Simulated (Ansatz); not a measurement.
Single-point calculation, with input and output: CH8SSi2

CH8SSi2, set up with RKS wB97X-V/x2c-TZVPPall (Ansatz 0.2.0).

The geometry comes from this level: PBE0-D4/def2-TZVP.

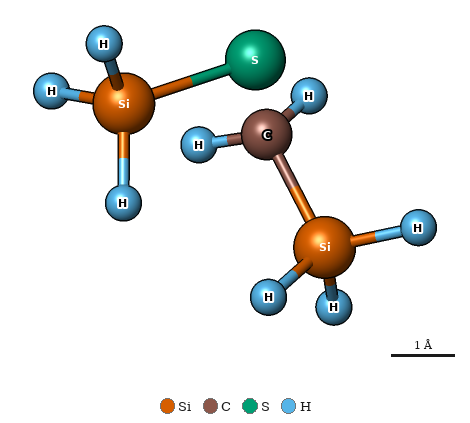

*The structure (ball-and-stick view, seen at a tilt). Sticks are drawn by distance; a stretched bond gets none, so the picture shows separate pieces.*

## Input
```yaml
crystal:
  periodic: [true, true, true]
  atoms:
    - {symbol: Si, position_ang: [-1.849948, 0.921988, 0.394803]}
    - {symbol: C, position_ang: [-0.725920, -0.828841, 0.727028]}
    - {symbol: S, position_ang: [1.184814, -0.366939, 1.304681]}
    - {symbol: Si, position_ang: [2.259689, -0.243461, -0.816997]}
    - {symbol: H, position_ang: [-1.142490, 1.826560, -0.807203]}
    - {symbol: H, position_ang: [-1.903234, 1.807440, 1.800562]}
    - {symbol: H, position_ang: [-3.404973, 0.528266, -0.065315]}
    - {symbol: H, position_ang: [-0.709293, -1.565590, -0.250046]}
    - {symbol: H, position_ang: [-1.209356, -1.474735, 1.646965]}
    - {symbol: H, position_ang: [3.861382, 0.048108, -0.488802]}
    - {symbol: H, position_ang: [2.082240, -1.685082, -1.633873]}
    - {symbol: H, position_ang: [1.643214, 0.970572, -1.773945]}
basis:
  gaussian: {orbitals: x2c-TZVPPall}
hamiltonian: {xc: {name: wB97X-V}, pseudopotentials: {relativity: none}}
output: {forces: true}
```

Launch command:
```bash
ansatz run in.yaml --threads 4 --pin off --events-out ev --progress --plain --max-ram 10444MiB
```

## Log
```
Error: YAML parse error: error: line 2 column 3: crystal: missing field `lattice` (a structure is typed as `lattice` and `atoms`, a molecule's as `atoms` in Å alone, or read from a run's directory, `checkpoint`)
 --> <input>:2:3
  |
1 | crystal:
2 |   periodic: [true, true, true]
  |   ^ crystal: missing field `lattice` (a structure is typed as `lattice` and `atoms`, a molecule's as `atoms` in Å alone, or read from a run's directory, `checkpoint`)
3 |   atoms:
4 |     - {symbol: Si, position_ang: [-1.849948, 0.921988, 0.394803]}
  |
```

## Outcome

- outcome: refused by the program
- hardware: 4 threads of AMD EPYC, 23 GiB of memory available, shared host

## What went wrong

The input was spoiled on purpose: periodic. The program refused the input: “YAML parse error: error: line 2 column 3: crystal: missing field `lattice` (a structure is typed as `lattice` and `atoms`, a molecule's as `atoms` in Å alone, or read from a run's directory, `checkpoint`) --> <input>:2:3 | 1 | crystal: 2 | periodic: [true, true, true] | ^ crystal: missing field `lattice` (a structure …”
